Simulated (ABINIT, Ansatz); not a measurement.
**Te (P3_121): G0W0 on several meshes in ABINIT**

Wanted: mesh dependence and cost of G0W0 for Te (P3_121).

Calculated with ABINIT 10.8.3; PBE and many-body steps on it, plane waves.

### Step 1. The starting structure

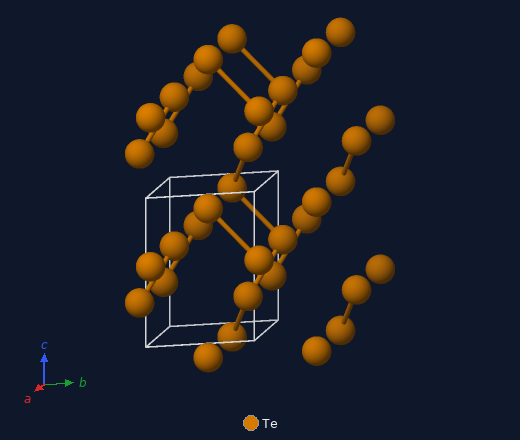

The cell as given, slightly off an axis (tellurium orange). 2×2×2 cells are drawn. Bonds to atoms that aren't drawn are left out. Some periodic images of atoms are drawn too.

The cell and positions come from the Crystallography Open Database and are kept as given unless a step says otherwise. Spin-orbit coupling is left out unless a step names it.

### Step 2. Empty states on the mesh, 3×3×2 mesh, 759 bands

This step: ABINIT 10.8.3; DFT, PBE, plane waves, norm-conserving pseudopotentials.

The sums over transitions need many empty states on a uniform mesh; this step solves for them.

File run.abi:

```
acell 3*1.0 Angstrom
rprim 
  4.457199999972 0.000000000006 0.000000000000
  -2.228599999992 3.860048429721 0.000000000000
  0.000000000000 0.000000000000 5.929000000000
ntypat 1
znucl 52
natom 3
typat 1 1 1
xred 
  0.263300000000 0.000000000000 0.333333333333
  0.000000000000 0.263300000000 0.666666666667
  0.736700000000 0.736700000000 -0.000000000000
pp_dirpath "pseudos"
pseudos "Te.upf"
ecut 39
ngkpt 3 3 2
nshiftk 1
shiftk 0 0 0
kptopt 1
chksymbreak 0
iscf -2
irdden 1
istwfk *1
nband 759
nbdbuf 68
tolwfr 1e-09
nstep 60
prtvol 0
indata_prefix "in"
outdata_prefix "out"
tmpdata_prefix "tmp"
```

Run with:

```sh
OMP_NUM_THREADS=2 mpirun -n 6 abinit run.abi > log
```

Numbers of over 12 decimals in the logs are rounded to 6 here.

The log of the run:

```text
.Version 10.8.3 of ABINIT. v10.8.2 released Aug 2026.

 Symmetries : space group P3_1 2 1 (#152); Bravais hP (primitive hexag.)
[... echo of the input left out ...]
== DATASET  1 ==================================================================
-   mpi_nproc: 6, omp_nthreads: 2 (-1 if OMP is not activated)

--- !DatasetInfo
iteration_state: {dtset: 1, }
dimensions: {natom: 3, nkpt: 6, mband: 759, nsppol: 1, nspinor: 1, nspden: 1, mpw: 8029, }
cutoff_energies: {ecut:  39.0, pawecutdg:  -1.0, }
[...]
7.45335    7.45335    7.47519    7.48892    7.48894    7.49859    7.53842    7.53864
   7.53920    7.54832    7.54851    7.56377    7.56406    7.56431    7.57567    7.58086
   7.58281    7.61155    7.62746    7.63603    7.64215    7.65273    7.67674
 prteigrs : prtvol=0 or 1, do not print more k-points.

== END DATASET(S) ==============================================================
================================================================================

 -outvars: echo values of variables after computation  --------
            nband         759
             nkpt           6
          spgroup         152
 [... the other variables as echoed above ...]

 Calculation completed.
```

Run time: 7 min. Hardware: 6 MPI ranks of Arm Neoverse V2, shared host; peak memory 1.2 GiB.

This step gave:

| Property | Result |
| --- | --- |
| gap | 0.1818 eV |
| k of the valence top | 0.3333, 0.3333, 0.5 |
| k of the conduction bottom | 0.3333, 0.3333, 0.5 |
| least direct gap | 0.1818 eV |
| k points computed | 6 |
| lowest point of the top converged band, above the valence top | 186.2630 eV |

On this mesh the gap is 0.182 eV.

The density comes from a self-consistent run that is not shown.

### Step 3. Screening, 3×3×2 mesh, 303 bands, screening to 176.9 eV

The RPA dielectric matrix is built and inverted for each q.

This step: RPA screening on PBE, plane waves, norm-conserving pseudopotentials.

Edit run.abi of step 2 so:

```diff
@@ -21,10 +21,11 @@
 chksymbreak 0
-iscf -2
-irdden 1
 istwfk *1
-nband 759
-nbdbuf 68
-tolwfr 1e-09
-nstep 60
-prtvol 0
+occopt 1
+irdwfk 1
+optdriver 3
+nband 303
+ecuteps 6.5
+inclvkb 2
+awtr 1
+symchi 1
 indata_prefix "in"
```

Run with:

```sh
OMP_NUM_THREADS=1 mpirun -n 16 abinit run.abi > log
```

The log of the run:

```text
.Version 10.8.3 of ABINIT. v10.8.2 released Aug 2026.

 Symmetries : space group P3_1 2 1 (#152); Bravais hP (primitive hexag.)
[... echo of the input left out ...]
== DATASET  1 ==================================================================
-   mpi_nproc: 16, omp_nthreads: 1 (-1 if OMP is not activated)

--- !DatasetInfo
iteration_state: {dtset: 1, }
dimensions: {natom: 3, nkpt: 6, mband: 303, nsppol: 1, nspinor: 1, nspden: 1, mpw: 8029, }
cutoff_energies: {ecut:  39.0, pawecutdg:  -1.0, }
electrons: {nelect:   7.20000000E+01, charge:   0.00000000E+00, occopt:   1.00000000E+00, tsmear:   1.00000000E-02, }

 SCREENING: Calculation of the susceptibility and dielectric matrices

 Based on a program developped by R.W. Godby, V. Olevano, G. Onida, and L. Reining.
 Incorporated in ABINIT by V. Olevano, G.-M. Rignanese, and M. Torrent.
.Using double precision arithmetic ; gwpc =  8

[... cell and pseudopotentials left out ...]
--------------------------------------------------------------------------------

 ==== K-mesh for the wavefunctions ====
 Number of points in the irreducible wedge :     6
[... list of points left out ...]
 Together with  6 symmetry operations and time-reversal symmetry
 yields    18 points in the full Brillouin Zone.

 ==== Q-mesh for the screening function ====
 Number of points in the irreducible wedge :     6
[... list of points left out ...]
 Together with  6 symmetry operations and time-reversal symmetry
 yields    18 points in the full Brillouin Zone.

 setmesh: FFT mesh size selected  =    30x   30x   45
          total number of points  =        40500

 vcoul_init : cutoff-mode = AUXILIARY_FUNCTION
 q-points for optical limit:   1
     1)      0.000010    0.000020    0.000030

- screening: taking advantage of time-reversal symmetry
- Maximum band index for partially occupied states nbvw = 36
- Remaining bands to be divided among processors   nbcw = 267
- Number of bands treated by each node ~16

 Number of electrons calculated from density =   72.0000; Expected =   72.0000
 average of density, n =  0.104592
 r_s =    1.3167
 omega_plasma =   31.1965 [eV]

 calculating chi0 at frequencies [eV] :
  1    0.000000E+00    0.000000E+00
  2    0.000000E+00    3.119646E+01

--------------------------------------------------------------------------------
  q-point number  1        q = ( 0.000000, 0.000000, 0.000000) [r.l.u.]
--------------------------------------------------------------------------------
[... chi0 elements left out ...]
 For q-point:  0.000010 0.000020 0.000030
  dielectric constant =   1.40723E+03
  dielectric constant without local fields =   1.74709E+03

  Average fulfillment of the sum rule on Im[epsilon] for q-point    1 :     71.40  [%]
[... wings left out ...]
  q-point number  2        q = ( 0.333333, 0.000000, 0.000000) [r.l.u.]
--------------------------------------------------------------------------------
[... chi0 elements left out ...]
  Average fulfillment of the sum rule on Im[epsilon] for q-point    2 :     75.10  [%]

 [... 4 further q-points ...]
```

Run time: 81 s. Hardware: 16 MPI ranks; peak memory 5.3 GiB.

This step gave:

```yaml
eps_infinity_with_local_fields_on_this_mesh_along_the_program_s_q_direction: 1407
the_same_without_local_fields: 1747
plasma_frequency: 31.20 eV
plane_waves_in_the_screening_matrix: 529
```

Local fields lower ε∞ by 19 %. The value itself is an artefact of the mesh, where one narrow direct gap carries too much weight.

### Step 4. 3×3×2

The self-energy is evaluated for the states that the input lists, and the levels follow from it, in one-shot runs by the linearised quasiparticle equation.

This step: G0W0 on PBE, plane waves, norm-conserving pseudopotentials.

Edit run.abi of step 3 so:

```diff
@@ -24,8 +24,17 @@
 irdwfk 1
-optdriver 3
+optdriver 4
 nband 303
+gwcalctyp 0
+ecutsigx 39
+symsigma 1
+nkptgw 2
+kptgw 
+  0.3333333333 0.3333333333 0.5000000000
+  0.0000000000 0.0000000000 0.0000000000
+bdgw 
+  35 39
+  34 38
 ecuteps 6.5
-inclvkb 2
-awtr 1
-symchi 1
+irdscr 1
+ppmodel 1
 indata_prefix "in"
```

The log of the run:

```text
.Version 10.8.3 of ABINIT. v10.8.2 released Aug 2026.

 Symmetries : space group P3_1 2 1 (#152); Bravais hP (primitive hexag.)
[... echo of the input left out ...]
== DATASET  1 ==================================================================
-   mpi_nproc: 16, omp_nthreads: 1 (-1 if OMP is not activated)

--- !DatasetInfo
iteration_state: {dtset: 1, }
dimensions: {natom: 3, nkpt: 6, mband: 303, nsppol: 1, nspinor: 1, nspden: 1, mpw: 8029, }
cutoff_energies: {ecut:  39.0, pawecutdg:  -1.0, }
electrons: {nelect:   7.20000000E+01, charge:   0.00000000E+00, occopt:   1.00000000E+00, tsmear:   1.00000000E-02, }

 SIGMA: Calculation of the GW corrections

 Based on a program developped by R.W. Godby, V. Olevano, G. Onida, and L. Reining.
 Incorporated in ABINIT by V. Olevano, G.-M. Rignanese, and M. Torrent.
.Using double precision arithmetic ; gwpc =  8

[... cell and pseudopotentials left out ...]
--------------------------------------------------------------------------------

 ==== K-mesh for the wavefunctions ====
 Number of points in the irreducible wedge :     6
[... list of points left out ...]
 Together with  6 symmetry operations and time-reversal symmetry
 yields    18 points in the full Brillouin Zone.

 ==== Q-mesh for screening function ====
 Number of points in the irreducible wedge :     6
[... list of points left out ...]
 Together with  6 symmetry operations and time-reversal symmetry
 yields    18 points in the full Brillouin Zone.

 vcoul_init : cutoff-mode = AUXILIARY_FUNCTION
 q-points for optical limit:   1
     1)      0.000010    0.000020    0.000030
 setmesh: FFT mesh size selected  =    45x   45x   72
          total number of points  =       145800

 Number of electrons calculated from density =   72.0000; Expected =   72.0000
 average of density, n =  0.104592
 r_s =    1.3167
 omega_plasma =   31.1965 [eV]

 === KS Band Gaps ===
  >>>> For spin  1
   Minimum direct gap =   0.1818 [eV], located at k-point      :   0.3333  0.3333  0.5000
   Fundamental gap    =   0.1818 [eV], Top of valence bands at :   0.3333  0.3333  0.5000
                                       Bottom of conduction at :   0.3333  0.3333  0.5000
 SIGMA fundamental parameters:
 PLASMON POLE MODEL  1
 number of plane-waves for SigmaX                 8029
 number of plane-waves for SigmaC and W            529
 number of plane-waves for wavefunctions          8029
 number of bands                                   303
 number of independent spin polarizations            1
 number of spinorial components                      1
 number of k-points in IBZ                           6
 number of q-points in IBZ                           6
 number of symmetry operations                       6
 number of k-points in BZ                           18
 number of q-points in BZ                           18
 number of frequencies for dSigma/dE                 9
 frequency step for dSigma/dE [eV]                0.25
 number of omega for Sigma on real axis              0
 max omega for Sigma on real axis  [eV]           0.00
 zcut for avoiding poles [eV]                     0.10

 EPSILON^-1 parameters (SCR file):
 dimension of the eps^-1 matrix on file            529
 dimension of the eps^-1 matrix used               529
 number of plane-waves for wavefunctions          8029
 number of bands                                   303
 number of q-points in IBZ                           6
 number of frequencies                               2
 number of real frequencies                          1
 number of imag frequencies                          1

 matrix elements of self-energy operator (all in [eV])

 Perturbative Calculation

--- !SelfEnergy_ee
iteration_state: {dtset: 1, }
kpoint     : [   0.333,    0.333,    0.500, ]
spin       : 1
KS_gap     :    0.182
QP_gap     :    0.455
Delta_QP_KS:    0.273
data: !SigmaeeData |
     Band     E0 <VxcDFT>   SigX SigC(E0)      Z dSigC/dE  Sig(E)    E-E0       E
       35   6.789 -13.358 -14.464   0.707   0.790  -0.266 -13.673  -0.315   6.473
       36   6.789 -13.358 -14.464   0.707   0.790  -0.266 -13.673  -0.315   6.473
       37   6.970 -12.734  -9.278  -3.510   0.792  -0.262 -12.776  -0.042   6.928
       38   8.255 -12.751  -9.028  -3.769   0.791  -0.264 -12.787  -0.036   8.218
       39   8.255 -12.751  -9.028  -3.769   0.791  -0.264 -12.787  -0.036   8.218

--- !SelfEnergy_ee
iteration_state: {dtset: 1, }
kpoint     : [   0.000,    0.000,    0.000, ]
spin       : 1
KS_gap     :    1.788
QP_gap     :    2.171
Delta_QP_KS:    0.383
data: !SigmaeeData |
     Band     E0 <VxcDFT>   SigX SigC(E0)      Z dSigC/dE  Sig(E)    E-E0       E
       34   5.149 -12.231 -14.293   1.517   0.783  -0.277 -12.658  -0.426   4.723
       35   5.149 -12.231 -14.293   1.517   0.783  -0.277 -12.658  -0.426   4.723
       36   6.054 -12.584 -14.420   1.313   0.786  -0.273 -12.994  -0.411   5.643
       37   7.841 -13.079  -9.444  -3.671   0.788  -0.269 -13.107  -0.028   7.813
       38   7.841 -13.079  -9.444  -3.671   0.788  -0.269 -13.107  -0.028   7.813

== END DATASET(S) ==============================================================
================================================================================

 -outvars: echo values of variables after computation  --------
           etotal      0.0000000000E+00
            nband         303
             nkpt           6
          spgroup         152
 [... the other variables as echoed above ...]

 Calculation completed.
```

The job ended after 19 s (16 MPI ranks; peak memory 4.4 GiB; 5 min of CPU time).

Numbers from this step:

```
G0W0 gap on the points computed              : 0.4550 eV
starting gap on the mesh                     : 0.1818 eV
k of the valence top                         : 0.3333, 0.3333, 0.5
k of the conduction bottom                   : 0.3333, 0.3333, 0.5
Z at the valence top                         : 0.79
Z at the conduction bottom                   : 0.792
least direct G0W0 gap on the computed points : 0.4550 eV
```

The gap on the mesh goes from 0.18 eV to 0.46 eV, a correction of +0.27 eV.

### Step 5. Empty states on the mesh, 3×3×4 mesh, 333 bands

This step: DFT, PBE, plane waves, norm-conserving pseudopotentials.

Edit run.abi of step 4 so:

```diff
@@ -16,3 +16,3 @@
 ecut 39
-ngkpt 3 3 2
+ngkpt 3 3 4
 nshiftk 1
@@ -21,20 +21,10 @@
 chksymbreak 0
+iscf -2
+irdden 1
 istwfk *1
-occopt 1
-irdwfk 1
-optdriver 4
-nband 303
-gwcalctyp 0
-ecutsigx 39
-symsigma 1
-nkptgw 2
-kptgw 
-  0.3333333333 0.3333333333 0.5000000000
-  0.0000000000 0.0000000000 0.0000000000
-bdgw 
-  35 39
-  34 38
-ecuteps 6.5
-irdscr 1
-ppmodel 1
+nband 333
+nbdbuf 30
+tolwfr 1e-09
+nstep 60
+prtvol 0
 indata_prefix "in"
```

Run with:

```sh
OMP_NUM_THREADS=1 mpirun -n 10 abinit run.abi > log
```

The log of the run:

```text
.Version 10.8.3 of ABINIT. v10.8.2 released Aug 2026.

 Symmetries : space group P3_1 2 1 (#152); Bravais hP (primitive hexag.)
[... echo of the input left out ...]
== DATASET  1 ==================================================================
-   mpi_nproc: 10, omp_nthreads: 1 (-1 if OMP is not activated)

--- !DatasetInfo
iteration_state: {dtset: 1, }
dimensions: {natom: 3, nkpt: 10, mband: 333, nsppol: 1, nspinor: 1, nspden: 1, mpw: 8029, }
cutoff_energies: {ecut:  39.0, pawecutdg:  -1.0, }
[...]
3.96042    3.97218    3.97218    3.97937    3.97937    4.01645    4.02437    4.02759
   4.02759    4.04832    4.04833    4.04996    4.05496    4.05496    4.07213    4.07382
   4.07393    4.07580    4.09392    4.09401    4.11768
 prteigrs : prtvol=0 or 1, do not print more k-points.

== END DATASET(S) ==============================================================
================================================================================

 -outvars: echo values of variables after computation  --------
            nband         333
             nkpt          10
          spgroup         152
 [... the other variables as echoed above ...]

 Calculation completed.
```

It took 2.4 min on 10 MPI ranks; peak memory 1.1 GiB; 24 min of CPU time.

Numbers from this step:

* gap: 0.1818 eV
* k of the valence top: 0.3333, 0.3333, 0.5
* k of the conduction bottom: 0.3333, 0.3333, 0.5
* least direct gap: 0.1818 eV
* k points computed: 10
* lowest point of the top converged band, above the valence top: 94.0600 eV

On this mesh the gap is 0.182 eV.

### Step 6. Screening, 3×3×4 mesh, 303 bands, screening to 176.9 eV

This step: RPA screening on PBE, plane waves, norm-conserving pseudopotentials.

Edit run.abi of step 5 so:

```diff
@@ -21,10 +21,11 @@
 chksymbreak 0
-iscf -2
-irdden 1
 istwfk *1
-nband 333
-nbdbuf 30
-tolwfr 1e-09
-nstep 60
-prtvol 0
+occopt 1
+irdwfk 1
+optdriver 3
+nband 303
+ecuteps 6.5
+inclvkb 2
+awtr 1
+symchi 1
 indata_prefix "in"
```

Run with:

```sh
OMP_NUM_THREADS=1 mpirun -n 16 abinit run.abi > log
```

The log of the run:

```text
.Version 10.8.3 of ABINIT. v10.8.2 released Aug 2026.

 Symmetries : space group P3_1 2 1 (#152); Bravais hP (primitive hexag.)
[... echo of the input left out ...]
== DATASET  1 ==================================================================
-   mpi_nproc: 16, omp_nthreads: 1 (-1 if OMP is not activated)

--- !DatasetInfo
iteration_state: {dtset: 1, }
dimensions: {natom: 3, nkpt: 10, mband: 303, nsppol: 1, nspinor: 1, nspden: 1, mpw: 8029, }
cutoff_energies: {ecut:  39.0, pawecutdg:  -1.0, }
electrons: {nelect:   7.20000000E+01, charge:   0.00000000E+00, occopt:   1.00000000E+00, tsmear:   1.00000000E-02, }

 SCREENING: Calculation of the susceptibility and dielectric matrices

 Based on a program developped by R.W. Godby, V. Olevano, G. Onida, and L. Reining.
 Incorporated in ABINIT by V. Olevano, G.-M. Rignanese, and M. Torrent.
.Using double precision arithmetic ; gwpc =  8

[... cell and pseudopotentials left out ...]
--------------------------------------------------------------------------------

 ==== K-mesh for the wavefunctions ====
 Number of points in the irreducible wedge :    10
[... list of points left out ...]
 Together with  6 symmetry operations and time-reversal symmetry
 yields    36 points in the full Brillouin Zone.

 ==== Q-mesh for the screening function ====
 Number of points in the irreducible wedge :    10
[... list of points left out ...]
 Together with  6 symmetry operations and time-reversal symmetry
 yields    36 points in the full Brillouin Zone.

 setmesh: FFT mesh size selected  =    30x   30x   45
          total number of points  =        40500

 vcoul_init : cutoff-mode = AUXILIARY_FUNCTION
 q-points for optical limit:   1
     1)      0.000010    0.000020    0.000030

- screening: taking advantage of time-reversal symmetry
- Maximum band index for partially occupied states nbvw = 36
- Remaining bands to be divided among processors   nbcw = 267
- Number of bands treated by each node ~16

 Number of electrons calculated from density =   72.0000; Expected =   72.0000
 average of density, n =  0.104592
 r_s =    1.3167
 omega_plasma =   31.1965 [eV]

 calculating chi0 at frequencies [eV] :
  1    0.000000E+00    0.000000E+00
  2    0.000000E+00    3.119646E+01

--------------------------------------------------------------------------------
  q-point number  1        q = ( 0.000000, 0.000000, 0.000000) [r.l.u.]
--------------------------------------------------------------------------------
[... chi0 elements left out ...]
 For q-point:  0.000010 0.000020 0.000030
  dielectric constant = 781.7487
  dielectric constant without local fields = 882.0511

  Average fulfillment of the sum rule on Im[epsilon] for q-point    1 :     71.41  [%]
[... wings left out ...]
  q-point number  2        q = ( 0.333333, 0.000000, 0.000000) [r.l.u.]
--------------------------------------------------------------------------------
[... chi0 elements left out ...]
  Average fulfillment of the sum rule on Im[epsilon] for q-point    2 :     75.11  [%]

 [... 8 further q-points ...]
```

Run time: 3.5 min. Hardware: 16 MPI ranks; peak memory 7.9 GiB; 56 min of CPU time.

This step gave:

| Quantity | Value |
| --- | --- |
| ε∞ with local fields, on this mesh, along the program's q direction | 781.7 |
| the same without local fields | 882.1 |
| plasma frequency | 31.20 eV |
| plane waves in the screening matrix | 529 |

(Continued in part 2 of 2.)

[Paths, hosts, dates, memory and timing lines, banners, echoed tables and standing remarks are left out of the program output.]

[Logs are printed without paths, hosts, clocks, repeated set-up lines and the standing remarks that a program may print on its own settings, such as how far it seeks lower states.]

[Runs of the session that timed out or met a known fault of the program may be left out.]

[Hosts, paths, dates, database ids (printed as entryN), source tags and the programs' standing remarks are cut or masked in the printed files.]

[G0W0 gaps are taken among the corrected bands and points alone; a level outside them can change the order at an edge.]

[Where Ansatz stands beside ABINIT at settings called matched, ABINIT's density can come from a denser mesh and the files from another edition; pairs whose starting gaps differed by over 0.03 eV were left out, so agreement reads better than it is.]
